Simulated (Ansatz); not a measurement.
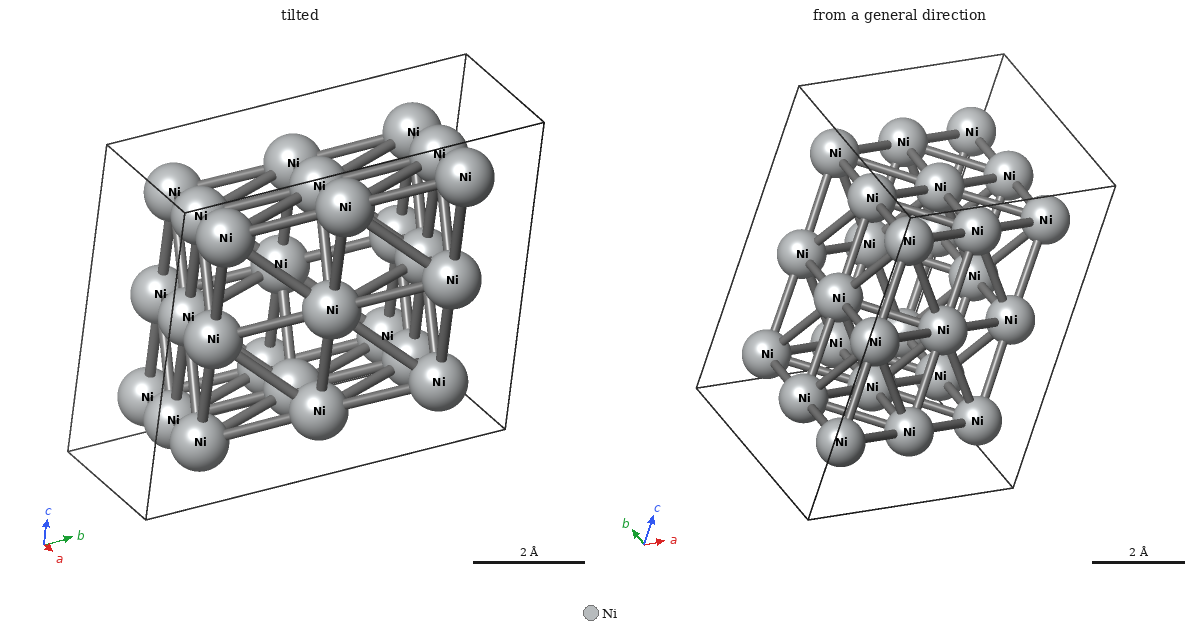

The figure gives a ball-and-stick picture of the atoms, viewed slightly off an axis and from a general direction. Lines trace the edges of the supercell. The host is Ni, in a cell of 27 sites, and the cell is neutral.

Identify the point defect.

Answer. A nickel vacancy. Around the empty site lie twelve Ni at about 2.4 Å.

Electronic-structure method: Ansatz 0.2.0, DFT LDA, scalar-relativistic, plane waves, PAW. Parameters: plane-wave cutoff 420 eV, k-points on a 5×5×5 grid, Gaussian smearing of 0.1 eV, collinear spins.

Does a spin moment come with the defect?

Answer. Yes, 16.6 μB in the cell.

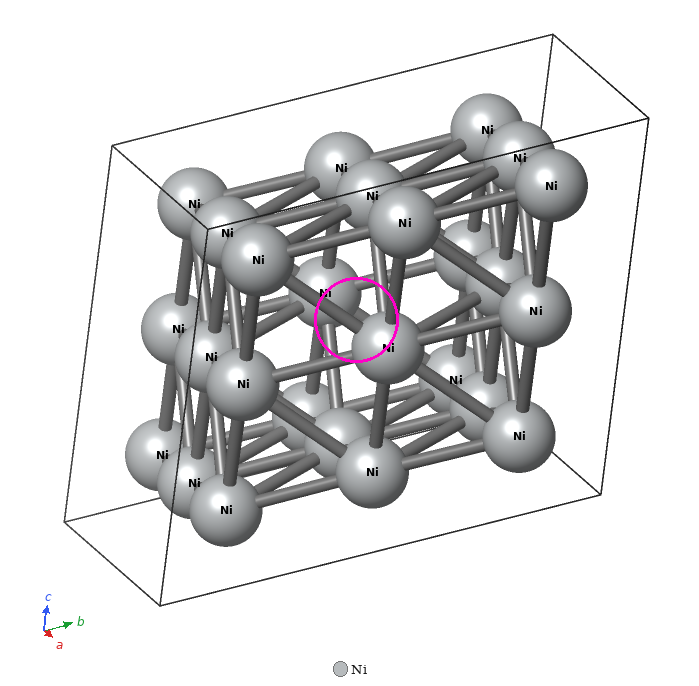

The same cell with a ring at the defect's site.

The atoms were relaxed in the host's cell with DFT LDA, scalar-relativistic, plane waves, PAW (Ansatz).
